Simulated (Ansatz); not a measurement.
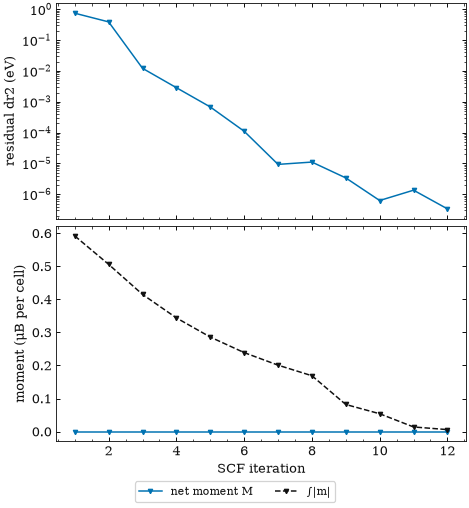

The plot shows the SCF iterations of a calculation: density residual dr2, magnetic moments. dr2 is the charge part; the magnetisation has a residual of its own.

I (4 atoms in the cell), run with Ansatz.

```
crystal:
  lattice:
    - [4.016251806, -2.3507097578, 0.0]
    - [4.016251806, 2.3507097578, 0.0]
    - [0.0, 0.0, 9.9224907403]
  atoms:
    - { symbol: I, position: [0.8487929152, 0.1512070848, 0.880482921], spin: 0.5 }
    - { symbol: I, position: [0.3487929152, 0.6512070848, 0.619517079], spin: -1.0 }
    - { symbol: I, position: [0.1512070848, 0.8487929152, 0.119517079], spin: 0.5 }
    - { symbol: I, position: [0.6512070848, 0.3487929152, 0.380482921], spin: 4.0 }
basis:
  ecutwfc: 500
kpoints:
  mp_grid: { grid: [8, 8, 4] }
hamiltonian:
  xc: r2scan
scf:
  occupations: { method: gaussian, width: 0.02 }
  lower_state_search: light
output:
  forces: true
  eigenvalues: true
  stress: true
magnetization:
  spin_polarized: true
```

Launched with:
```bash
ansatz run input.yaml --threads 1 --pin off --max-ram 2560MiB --backend cpu --events-out ev --progress --plain --runs-dir out
```

Question: How did this run end?

Answer: It was still iterating, at step 12, when the time limit ended it. The residual comes down slowly and unevenly, and has reached only 3 × 10⁻⁷ when the run stops. The program keeps the magnetisation out of the quasi-Newton mixer until iteration 7 and then restarts the mixer with it.

Question: How do the moments develop?

Answer: The net moment stays at 0.00 μB per cell, though in an unconverged run this needn't be final.
